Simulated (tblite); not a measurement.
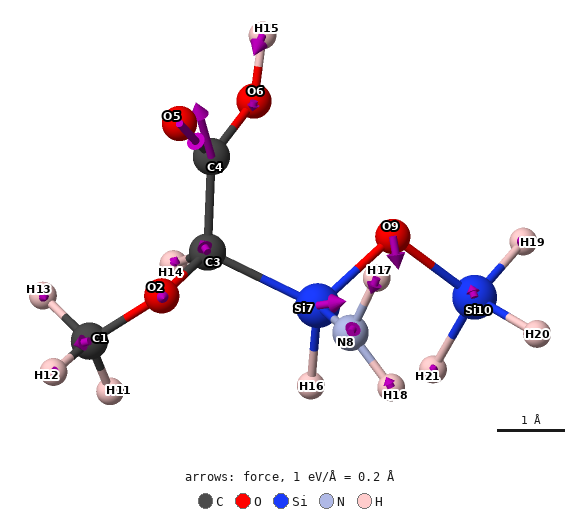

Starting geometry of C3H11NO4Si2 with the computed forces as purple arrows. A ball-and-stick model, seen at a tilt.

Computed with tblite, GFN2-xTB geometry optimisation, gas phase. 

> Is this structure relaxed? If not, where do the atoms go?

It isn't relaxed: the largest force vector, on C4, is 5.27 eV/Å. The final displacements have little in common with the starting forces (cosine between the two patterns 0.19). The largest move after the best rigid fit is that of H11, 1.59 Å. By element the largest moves are H 1.59 Å, O 1.39 Å, Si 0.72 Å, C 0.62 Å, N 0.54 Å. Near-neighbour distances that change, for instance: Si7–Si10 2.795 → 3.186 Å, O9–Si10 1.714 → 1.625 Å, Si7–O9 1.701 → 1.613 Å, Si7–N8 1.790 → 1.714 Å. Among the angles between lasting bonds that change: Si7–O9–Si10 109.9° → 159.4°, C4–O6–H15 126.9° → 109.4°, N8–Si7–H16 110.8° → 120.1°. Groups turn about O9–Si10 by about 155°, Si7–O9 by about 130°, O2–C3 by about 60°. The energy falls by 162.5 kJ/mol in 171 geometry steps.
